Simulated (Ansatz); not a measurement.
# How fast states decay through LuScGa2O6, part 3 of 3

Wanted: the relaxed cell of LuScGa2O6, its band edges and its decay constants. It is built by putting Ga for B in the LuScB2O6 structure of space group R-3, with the volume rescaled by atomic radii. The parent structure comes from the Materials Project.

Ansatz 0.2.0; PBE DFT, plane waves, PAW files (the session's first sound run).

So far, gap on path (eV): step 3 (the bulk crystal and its band edges) 3.61.

The structure was built from a prototype and need not be the compound's stable phase.

## Step 6: Complex bands, plane (001)

Level of this step: PBE DFT, plane waves, PAW files; complex bands by layer matching along the plane's normal (Ansatz).

The same for the (001) plane, at (0, 0), (-0.1667, -0.0625) and (0.5, 0), to see how the decay depends on direction.

Input file input.yaml:

```yaml
crystal:
  lattice:
    - [5.256406778, 0.0, 0.0]
    - [2.628203389, 4.552181802, 0.0]
    - [2.628203389, -1.517393934, 5.250654158]
  atoms:
    - { symbol: Lu, position: [0.0, 0.5, 0.5] }
    - { symbol: Sc, position: [0.0, 0.0, 0.0] }
    - { symbol: Ga, position: [0.381852664, 0.309073668, 0.927221004] }
    - { symbol: Ga, position: [0.618147336, 0.690926332, 0.072778996] }
    - { symbol: O, position: [0.8002295227, 0.9123211471, 0.792477252] }
    - { symbol: O, position: [0.4949720782, 0.5927067747, 0.792477252] }
    - { symbol: O, position: [0.1198438951, 0.2874493302, 0.792477252] }
    - { symbol: O, position: [0.5050279218, 0.4072932253, 0.207522748] }
    - { symbol: O, position: [0.8801561049, 0.7125506698, 0.207522748] }
    - { symbol: O, position: [0.1997704773, 0.0876788529, 0.207522748] }
kpoints:
  mp_grid: { grid: [6, 6, 6] }
scf:
  occupations: { method: fixed }
hamiltonian:
  xc: pbe
output:
  eigenvalues: true
  transmission:
    leads: [[0, 0]]
    kpoints: [[0.0, 0.0], [-0.1667, -0.0625], [0.5, 0.0]]
    e_range: [-1.0, 4.61]
    de: 0.09
```

Started as:

```console
$ ansatz run input.yaml --threads 2 --pin off --max-ram 4096MiB --backend cpu --events-out ev --progress --plain --runs-dir out
```

Numbers of over 12 decimals in the logs are rounded to 6 here.

Output:

```text
[...]
Crystal: 10 atoms, lattice volume = 125.638 Å³
Basis set: ecut = 420 eV, 2489 PW (Γ)
Bands: 59, of which v1, the nominal top of the filled ones, is band 49 counted from 1 (48 counted from 0)
Symmetry: 6 space group operations
[...]
k-points: 40 of 216
[...]
SCF iter   1: F=—  HF=-27850.209164 eV  |F-HF|=—  |Δ(HF+E_count)|=         —  Δρ=2.90e-3  dr2=6.42e-3  ethr=1.77e-3  ⟨swp⟩=5.0  Hψ=8800  notcnv=0  defer=282
[...]
SCF iter   8: F=-27850.204844 eV  HF=-27850.204844 eV  |F-HF|=7.93e-8  |Δ(HF+E_count)|=   1.74e-7  Δρ=6.57e-6  dr2=7.68e-8  ethr=1.02e-10  ⟨swp⟩=13.3  Hψ=12319  notcnv=0
SCF 1 converged in 8 iterations: F = -27850.204844 eV  dr2 = 7.68e-8
[...]
transmission: 8 of 24 steps passed
transmission: 16 of 24 steps passed
transmission: 24 of 24 steps passed
SCF converged after 8 iterations
Free energy (F): -27850.204844 eV
[...]
Internal energy: -27850.204844 eV  (E = F + TS)
E sigma→0 (E₀):  -27850.204844 eV
Fermi energy:    7.884113 eV
[...]
--- Band table (eV; the first three rows and the last of 40) ---
  k-point 0: bands = [... 45 lower, 7.7183, 7.8747, 7.8747, 7.8841, 11.5040, 13.3174, 13.3174, 13.3284, ... 6 higher]
  k-point 1: bands = [... 45 lower, 7.5840, 7.5840, 7.8565, 7.8565, 11.8002, 13.3664, 13.3664, 13.3771, ... 6 higher]
  k-point 2: bands = [... 45 lower, 7.5509, 7.5509, 7.7947, 7.7947, 12.3378, 13.4514, 13.4514, 13.5708, ... 6 higher]
  k-point 39: bands = [... 45 lower, 7.5088, 7.5813, 7.6068, 7.7333, 12.7700, 12.8504, 13.3649, 14.0367, ... 6 higher]
--- Transmission ---
  basis      : 211 plane waves across, 8 finite elements along
  points     : 3, as listed
[...]
crystal 0  : O6Ga2Sc1Lu1, at the sites [0, 0], period 5.2507 Å: whole cells are its period
[...]
channels       : 0.000000e0 a spin
[...]
slowest decay  : 0.3062 /Å at (0.0000, 0.0000)
```

It took 66 s on 2 threads of Arm Neoverse V2, shared host; peak memory 0.77 GiB; 1.7 min of CPU time.

Numbers from this step:

* decay constant at the filling level, zone centre: 0.3062 Å⁻¹
* decay constant at the filling level, slowest listed point: 0.3062 Å⁻¹

K parallel (0, 0); values up to 1.5 1/Å, a degenerate pair printed once or twice; energies at which all values exceed this have no row. The Im kz of the slowest decaying states by energy, zero at the highest filled level on the SCF mesh:

| energy (eV) | decay 1 (Å⁻¹) | decay 2 (Å⁻¹) | decay 3 (Å⁻¹) | decay 4 (Å⁻¹) |
| --- | --- | --- | --- | --- |
| -1.000 | 0.380 | 0.653 | 0.653 | 1.28 |
| -0.460 | 0.0765 | 0.0766 | 0.539 | 0.539 |
| -0.010 | 0.0218 | 0.191 | 0.509 | 0.600 |
| 0.530 | 0.22 | 0.359 | 0.648 | 0.658 |
| 0.980 | 0.274 | 0.429 | 0.676 | 0.751 |
| 1.520 | 0.302 | 0.481 | 0.698 | 0.819 |
| 1.970 | 0.305 | 0.508 | 0.709 | 0.857 |
| 2.510 | 0.285 | 0.526 | 0.715 | 0.888 |
| 2.960 | 0.242 | 0.531 | 0.715 | 0.905 |
| 3.500 | 0.115 | 0.525 | 0.709 | 0.918 |
| 4.040 | 0.504 | 0.697 | 0.923 | 0.979 |
| 4.490 | 0.470 | 0.684 | 0.896 | 0.921 |

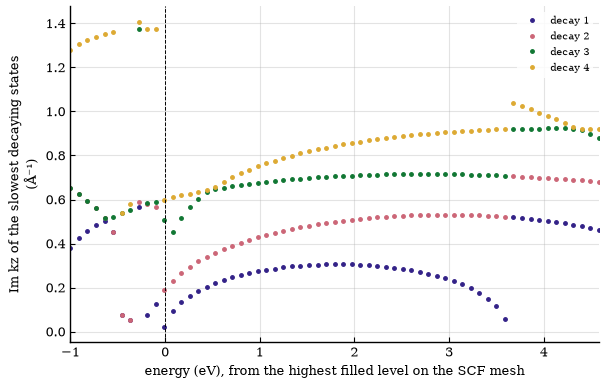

Im kz of the slowest decaying states against energy.

K parallel (-0.1667, -0.0625); values up to 1.5 1/Å, a degenerate pair printed once or twice; energies at which all values exceed this have no row. Table of Im kz of the slowest decaying states by energy, zero at the highest filled level on the SCF mesh:

| energy (eV) | decay 1 (Å⁻¹) | decay 2 (Å⁻¹) | decay 3 (Å⁻¹) | decay 4 (Å⁻¹) |
| --- | --- | --- | --- | --- |
| -1.000 | 0.0297 | 0.252 | 0.317 | 0.403 |
| -0.460 | 0.125 | 0.166 | 0.354 | 0.441 |
| -0.010 | 0.116 | 0.173 | 0.195 | 0.210 |
| 0.530 | 0.299 | 0.337 | 0.364 | 0.510 |
| 0.980 | 0.356 | 0.409 | 0.428 | 0.611 |
| 1.520 | 0.384 | 0.465 | 0.477 | 0.678 |
| 1.970 | 0.386 | 0.496 | 0.502 | 0.707 |
| 2.510 | 0.368 | 0.519 | 0.520 | 0.727 |
| 2.960 | 0.333 | 0.524 | 0.527 | 0.732 |
| 3.500 | 0.253 | 0.519 | 0.525 | 0.728 |
| 4.040 | 0.498 | 0.510 | 0.710 | 0.715 |
| 4.490 | 0.463 | 0.484 | 0.682 | 0.688 |

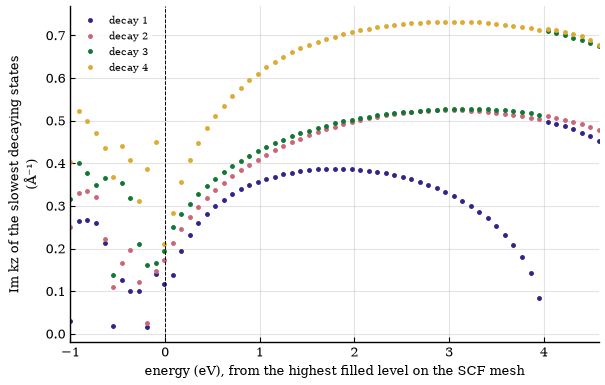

Im kz of the slowest decaying states against energy.

K parallel (0.5, 0); values up to 1.5 1/Å, a degenerate pair printed once or twice; energies at which all values exceed this have no row. Table of Im kz of the slowest decaying states by energy, zero at the highest filled level on the SCF mesh:

| energy (eV) | decay 1 (Å⁻¹) | decay 2 (Å⁻¹) | decay 3 (Å⁻¹) | decay 4 (Å⁻¹) |
| --- | --- | --- | --- | --- |
| -1.000 | 0.112 | 0.153 | 0.181 | 0.194 |
| -0.460 | 0.0594 | 0.176 | 0.262 | 0.542 |
| -0.010 | 0.165 | 0.185 | 0.334 | 0.335 |
| 0.530 | 0.348 | 0.372 | 0.480 | 0.512 |
| 0.980 | 0.414 | 0.435 | 0.540 | 0.588 |
| 1.520 | 0.460 | 0.481 | 0.584 | 0.647 |
| 1.970 | 0.483 | 0.504 | 0.606 | 0.680 |
| 2.510 | 0.497 | 0.518 | 0.615 | 0.702 |
| 2.960 | 0.499 | 0.520 | 0.609 | 0.706 |
| 3.500 | 0.490 | 0.510 | 0.581 | 0.687 |
| 4.040 | 0.469 | 0.478 | 0.519 | 0.636 |
| 4.490 | 0.345 | 0.441 | 0.463 | 0.571 |

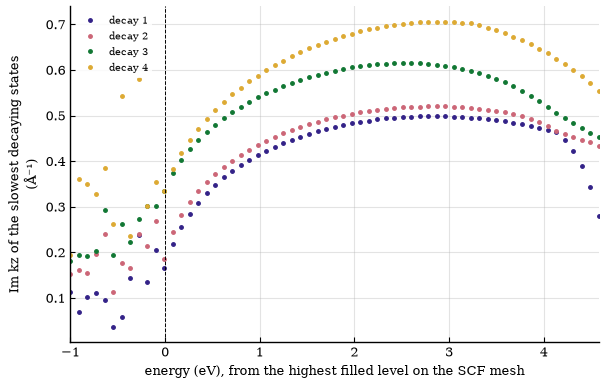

Im kz of the slowest decaying states against energy.

At the listed wavevectors the last open channel is at -0.01 eV and the next at +3.68 eV on the grid. At +1.79 eV, the grid energy nearest the filling level (the middle of the gap on the SCF mesh), the slowest state at the listed wavevectors decays with κ = 0.306 Å⁻¹, its amplitude falling by e over 3.3 Å; the first such run, plane (101), gave 0.291 Å⁻¹.

## Step 7: Band edges at another level, cutoff 500 eV

This step: r2SCAN DFT, plane waves, PAW files (Ansatz 0.2.0).

The edges again with r2SCAN, at the same atoms. Against that run the cutoff is 500 eV against 420.

Input file input.yaml:

```yaml
crystal:
  lattice:
    - [2.6282033889, 1.5173939341, 5.2506541583]
    - [-2.6282033889, 1.5173939341, 5.2506541583]
    - [0.0, -3.0347878682, 5.2506541583]
  atoms:
    - { symbol: Lu, position: [0.5, 0.5, 0.5] }
    - { symbol: Sc, position: [0.0, 0.0, 0.0] }
    - { symbol: Ga, position: [0.690926332, 0.690926332, 0.690926332] }
    - { symbol: Ga, position: [0.309073668, 0.309073668, 0.309073668] }
    - { symbol: O, position: [0.7125506698, 0.0876788529, 0.4072932253] }
    - { symbol: O, position: [0.0876788529, 0.4072932253, 0.7125506698] }
    - { symbol: O, position: [0.4072932253, 0.7125506698, 0.0876788529] }
    - { symbol: O, position: [0.9123211471, 0.5927067747, 0.2874493302] }
    - { symbol: O, position: [0.5927067747, 0.2874493302, 0.9123211471] }
    - { symbol: O, position: [0.2874493302, 0.9123211471, 0.5927067747] }
kpoints:
  mp_grid: { grid: [6, 6, 6] }
  band_path: { path: [VBM, CBM], npoints: 30 }
scf:
  occupations: { method: fixed }
hamiltonian:
  xc: r2scan
output:
  eigenvalues: true
```

Output:

```text
[...]
Crystal: 10 atoms, lattice volume = 125.638 Å³
Basis set: ecut = 500 eV, 3163 PW (Γ), exchange–correlation on 180×180×180 points (64 copies of the dense FFT grid, shifted against one another)
Bands: 59, of which v1, the nominal top of the filled ones, is band 49 counted from 1 (48 counted from 0)
Symmetry: 6 space group operations
[...]
k-points: 40 of 216
[...]
SCF iter   1: F=—  HF=-27889.461735 eV  |F-HF|=—  |Δ(HF+E_count)|=         —  Δρ=1.43e-2  dr2=2.06e-1  dr2_τ=3.99e-1  ethr=1.77e-3  ⟨swp⟩=4.0  Hψ=7965  notcnv=0  defer=297
[...]
SCF iter   9: F=-27889.617392 eV  HF=-27889.617392 eV  |F-HF|=1.63e-8  |Δ(HF+E_count)|=   5.41e-8  Δρ=4.52e-6  dr2=2.87e-8  dr2_τ=1.82e-9  ethr=1.02e-10  ⟨swp⟩=10.2  Hψ=9198  notcnv=0
SCF 1 converged in 9 iterations: F = -27889.617392 eV  dr2 = 2.87e-8
[...]
SCF converged after 9 iterations
Free energy (F): -27889.617392 eV
[...]
Internal energy: -27889.617392 eV  (E = F + TS)
E sigma→0 (E₀):  -27889.617392 eV
Fermi energy:    7.493288 eV
[...]
--- Band table (eV; the first three rows and the last of 40) ---
  k-point 0: bands = [... 45 lower, 7.3278, 7.4825, 7.4825, 7.4933, 11.6751, 13.4629, 13.4629, 13.4898, ... 6 higher]
  k-point 1: bands = [... 45 lower, 7.2547, 7.3174, 7.4186, 7.4859, 12.1719, 13.4080, 13.4734, 13.5384, ... 6 higher]
  k-point 2: bands = [... 45 lower, 7.0515, 7.2048, 7.3326, 7.4312, 12.9778, 13.2911, 13.4870, 13.6820, ... 6 higher]
  k-point 39: bands = [... 45 lower, 7.2336, 7.2336, 7.3098, 7.3098, 12.7832, 13.6315, 13.6315, 14.0669, ... 6 higher]
```

Wall time 46 s (2 threads); peak memory 0.93 GiB.

This step gave:

- free energy: -27889.6174 eV
- Fermi energy: 7.493 eV
- gap on the k-mesh: 4.182 eV
- gap on path: 4.177 eV, by band count; negative where bands overlap
- direct gap on path: 4.182 eV
- edge places on path: 0, 0.1659 1/A along the path

The electronic bands at the labelled points (eV, zero at the Fermi level (highest filled level under fixed occupations); v1 is the highest filled band, c1 the lowest empty one):

| point | v4 | v3 | v2 | v1 | c1 | c2 | c3 | c4 |
| --- | --- | --- | --- | --- | --- | --- | --- | --- |
| VBM | -0.18 | -0.17 | -0.03 | 0.01 | 4.44 | 5.94 | 5.97 | 6.02 |
| CBM | -0.17 | -0.01 | -0.01 | 0.00 | 4.18 | 5.97 | 5.97 | 6.00 |

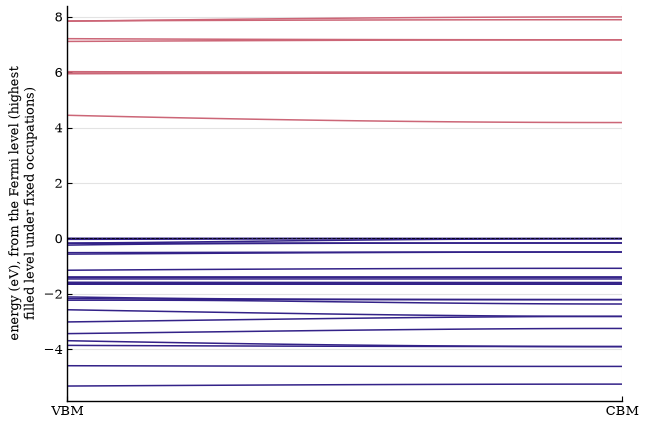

Electronic bands along the path; lines of filled and empty bands in two colours.

The searched edges give 4.18 eV, against 4.18 eV on the mesh.

## Step 8: Complex bands at another level, cutoff 500 eV

This step: r2SCAN DFT, plane waves, PAW files; complex bands by layer matching along the plane's normal (Ansatz 0.2.0).

The complex bands at that level, over its own gap, at (0, 0) and (-0.0625, -0.0417).

Input file input.yaml:

```yaml
crystal:
  lattice:
    - [6.064594504, 0.0, 0.0]
    - [2.277960398, 4.737162509, 0.0]
    - [2.277960398, 1.820879591, 4.373226058]
  atoms:
    - { symbol: Lu, position: [0.5, 0.5, 0.5] }
    - { symbol: Sc, position: [0.0, 0.0, 0.0] }
    - { symbol: Ga, position: [0.072778996, 0.309073668, 0.309073668] }
    - { symbol: Ga, position: [0.927221004, 0.690926332, 0.690926332] }
    - { symbol: O, position: [0.207522748, 0.9123211471, 0.5927067747] }
    - { symbol: O, position: [0.207522748, 0.5927067747, 0.2874493302] }
    - { symbol: O, position: [0.207522748, 0.2874493302, 0.9123211471] }
    - { symbol: O, position: [0.792477252, 0.4072932253, 0.7125506698] }
    - { symbol: O, position: [0.792477252, 0.7125506698, 0.0876788529] }
    - { symbol: O, position: [0.792477252, 0.0876788529, 0.4072932253] }
kpoints:
  mp_grid: { grid: [6, 6, 6] }
scf:
  occupations: { method: fixed }
hamiltonian:
  xc: r2scan
output:
  eigenvalues: true
  transmission:
    leads: [[0, 0]]
    kpoints: [[0.0, 0.0], [-0.0625, -0.0417]]
    e_range: [-1.0, 5.18]
    de: 0.15
```

Output:

```text
[...]
Crystal: 10 atoms, lattice volume = 125.638 Å³
Basis set: ecut = 500 eV, 3163 PW (Γ), exchange–correlation on 180×160×160 points (64 copies of the dense FFT grid, shifted against one another)
Bands: 59, of which v1, the nominal top of the filled ones, is band 49 counted from 1 (48 counted from 0)
Symmetry: 6 space group operations
[...]
k-points: 40 of 216
[...]
SCF iter   1: F=—  HF=-27889.461699 eV  |F-HF|=—  |Δ(HF+E_count)|=         —  Δρ=1.43e-2  dr2=2.06e-1  dr2_τ=3.99e-1  ethr=1.77e-3  ⟨swp⟩=4.0  Hψ=7953  notcnv=0  defer=298
[...]
SCF iter   9: F=-27889.617392 eV  HF=-27889.617392 eV  |F-HF|=1.63e-8  |Δ(HF+E_count)|=   5.37e-8  Δρ=4.51e-6  dr2=2.87e-8  dr2_τ=1.82e-9  ethr=1.02e-10  ⟨swp⟩=10.2  Hψ=9204  notcnv=0
SCF 1 converged in 9 iterations: F = -27889.617392 eV  dr2 = 2.87e-8
[...]
transmission: 8 of 16 steps passed
transmission: 16 of 16 steps passed
SCF converged after 9 iterations
Free energy (F): -27889.617392 eV
[...]
Internal energy: -27889.617392 eV  (E = F + TS)
E sigma→0 (E₀):  -27889.617392 eV
Fermi energy:    7.493289 eV
[...]
--- Band table (eV; the first three rows and the last of 40) ---
  k-point 0: bands = [... 45 lower, 7.3278, 7.4825, 7.4825, 7.4933, 11.6751, 13.4629, 13.4629, 13.4898, ... 6 higher]
  k-point 1: bands = [... 45 lower, 7.2547, 7.3174, 7.4186, 7.4859, 12.1719, 13.4080, 13.4734, 13.5384, ... 6 higher]
  k-point 2: bands = [... 45 lower, 7.0515, 7.2048, 7.3326, 7.4312, 12.9778, 13.2911, 13.4870, 13.6820, ... 6 higher]
  k-point 39: bands = [... 45 lower, 7.2336, 7.2336, 7.3098, 7.3098, 12.7832, 13.6315, 13.6315, 14.0669, ... 6 higher]
--- Transmission ---
  basis      : 299 plane waves across, 8 finite elements along
  points     : 2, as listed
[...]
channels       : 0.000000e0 a spin
[...]
slowest decay  : 0.3158 /Å at (0.0000, 0.0000)
```

Run time: 78 s. Hardware: 2 threads; peak memory 1.3 GiB.

This step gave:

* level to which the leads are filled: 2.091 eV from the Fermi level
* decay constant at the filling level, zone centre: 0.3158 Å⁻¹
* decay constant at the filling level, slowest listed point: 0.3158 Å⁻¹

K parallel (0, 0); values up to 1.5 1/Å, a degenerate pair printed once or twice; energies at which all values exceed this have no row. Table of Im kz of the slowest decaying states by energy, zero at the highest filled level on the SCF mesh:

| energy (eV) | decay 1 (Å⁻¹) | decay 2 (Å⁻¹) | decay 3 (Å⁻¹) | decay 4 (Å⁻¹) |
| --- | --- | --- | --- | --- |
| -1.000 | 0.0207 | 0.175 | 0.177 | 0.179 |
| -0.550 | 0.0383 | 0.109 | 0.238 | 0.303 |
| 0.050 | 0.0890 | 0.174 | 0.206 | 0.254 |
| 0.500 | 0.225 | 0.402 | 0.408 | 0.439 |
| 0.950 | 0.278 | 0.490 | 0.491 | 0.499 |
| 1.550 | 0.310 | 0.524 | 0.553 | 0.615 |
| 2.000 | 0.317 | 0.533 | 0.581 | 0.670 |
| 2.450 | 0.310 | 0.534 | 0.598 | 0.710 |
| 3.050 | 0.279 | 0.528 | 0.606 | 0.743 |
| 3.500 | 0.233 | 0.518 | 0.603 | 0.742 |
| 3.950 | 0.145 | 0.485 | 0.518 | 0.593 |
| 4.550 | 0.414 | 0.520 | 0.568 | 0.684 |
| 5.000 | 0.335 | 0.515 | 0.540 | 0.639 |

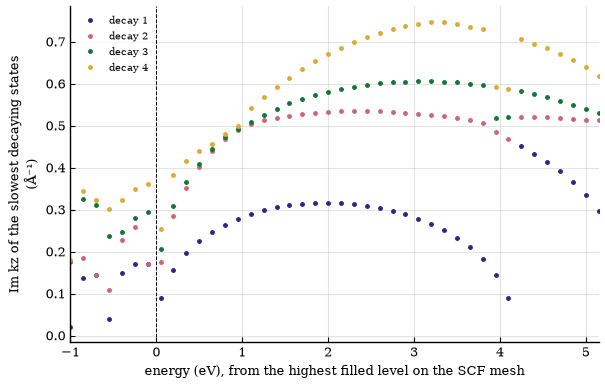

Im kz of the slowest decaying states, plotted against energy.

K parallel (-0.0625, -0.0417); values up to 1.5 1/Å, a degenerate pair printed once or twice; energies at which all values exceed this have no row. Im kz of the slowest decaying states against energy, zero at the highest filled level on the SCF mesh:

| energy (eV) | decay 1 (Å⁻¹) | decay 2 (Å⁻¹) | decay 3 (Å⁻¹) | decay 4 (Å⁻¹) |
| --- | --- | --- | --- | --- |
| -1.000 | 0.126 | 0.154 | 0.167 | 0.181 |
| -0.550 | 0.0314 | 0.0953 | 0.150 | 0.215 |
| 0.050 | 0.109 | 0.185 | 0.203 | 0.227 |
| 0.500 | 0.238 | 0.403 | 0.413 | 0.415 |
| 0.950 | 0.288 | 0.475 | 0.494 | 0.494 |
| 1.550 | 0.319 | 0.513 | 0.537 | 0.555 |
| 2.000 | 0.325 | 0.528 | 0.538 | 0.582 |
| 2.450 | 0.318 | 0.534 | 0.536 | 0.598 |
| 3.050 | 0.287 | 0.521 | 0.538 | 0.606 |
| 3.500 | 0.242 | 0.502 | 0.534 | 0.602 |
| 3.950 | 0.160 | 0.474 | 0.530 | 0.592 |
| 4.550 | 0.411 | 0.524 | 0.568 | 0.572 |
| 5.000 | 0.332 | 0.517 | 0.542 | 0.543 |

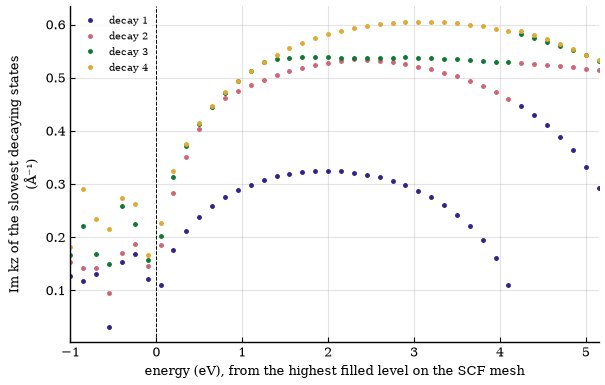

Im kz of the slowest decaying states, plotted against energy.

At the listed wavevectors the last open channel is at -0.10 eV and the next at +4.25 eV on the grid. At +2.15 eV, the grid energy nearest the filling level (the middle of the gap on the SCF mesh), the slowest state at the listed wavevectors decays with κ = 0.316 Å⁻¹, its amplitude falling by e over 3.2 Å; the first such run, plane (101), gave 0.291 Å⁻¹.

## Step 9: A repeat with changed settings

This step: PBE DFT, plane waves, PAW files; complex bands by layer matching along the plane's normal; changed: crystal.atoms[0].symbol = "lu", scf.max_iter = 60 (Ansatz 0.2.0).

This run repeats an earlier one, its twin (the complex run, plane (101)), with two settings changed (starting moments or atoms, scf.max_iter; files written aside). The setting was drawn as a possible misstep, on purpose. Where the input is shown as a difference, that is against the step before, not the twin.

Changes to input.yaml since step 8:

```diff
@@ -6,3 +6,3 @@
   atoms:
-    - { symbol: Lu, position: [0.5, 0.5, 0.5] }
+    - { symbol: lu, position: [0.5, 0.5, 0.5] }
     - { symbol: Sc, position: [0.0, 0.0, 0.0] }
@@ -20,4 +20,5 @@
   occupations: { method: fixed }
+  max_iter: 60
 hamiltonian:
-  xc: r2scan
+  xc: pbe
 output:
@@ -26,4 +27,4 @@
     leads: [[0, 0]]
-    kpoints: [[0.0, 0.0], [-0.0625, -0.0417]]
-    e_range: [-1.0, 5.18]
-    de: 0.15
+    kpoints: [[0.0, 0.0], [-0.0729, -0.0625]]
+    e_range: [-1.0, 4.61]
+    de: 0.14
```

Output:

```text
Error: YAML parse error: error: line 7 column 17: `lu` is not an element symbol (H … Og, case-exact)
 --> <input>:7:17
  |
5 |     - [2.277960398, 1.820879591, 4.373226058]
6 |   atoms:
7 |     - { symbol: lu, position: [0.5, 0.5, 0.5] }
  |                 ^ `lu` is not an element symbol (H … Og, case-exact)
8 |     - { symbol: Sc, position: [0.0, 0.0, 0.0] }
9 |     - { symbol: Ga, position: [0.072778996, 0.309073668, 0.309073668] }
  |
```

The job ended after 0.02 s (2 threads; peak memory 0.02 GiB).

The input was rejected at the start.

The program's message: “Error: YAML parse error: error: line 7 column 17: `lu` is not an element symbol (H … Og, case-exact)”

The change that led to it: crystal.atoms[0].symbol = "lu".

## Step 10: Results

| Item | Value |
| --- | --- |
| band gap | 3.61 eV |
| least decay constant at mid-gap, normal to (101) | 0.291 Å⁻¹ |
| least decay constant at mid-gap, normal to (001) | 0.306 Å⁻¹ |
| least decay constant on a mesh, normal to (101) | 0.291 Å⁻¹ |
| least decay constant, r2SCAN | 0.316 Å⁻¹ |

With PBE, the slowest decay at the wavevectors tried is κ = 0.291 Å⁻¹, normal to (101). Through such a film the transmission near mid-gap falls as exp(−2κd), a factor of ten every 4.0 Å. The directions tried decay at nearly the same rate. A free electron under a barrier of half the gap would need a mass of 0.18 mₑ to decay at this rate. With r2SCAN the gap goes from 3.61 to 4.18 eV and the decay constant, over the first 2 listed wavevectors (which shift with the band edges), from 0.291 to 0.316 Å⁻¹. The compound is made up by substitution; its stability against other phases and against distortions of the cell's symmetry was not tested. A semilocal functional narrows gaps, so real decay constants are likely larger.

[Logs are printed without paths, hosts, clocks, repeated set-up lines and the standing remarks that a program may print on its own settings, such as how far it seeks lower states.]

[Hosts, paths, dates, database ids (printed as entryN), source tags and the programs' standing remarks are cut or masked in the printed files.]

[New means built here by substitution; the compound itself may be known and measured.]
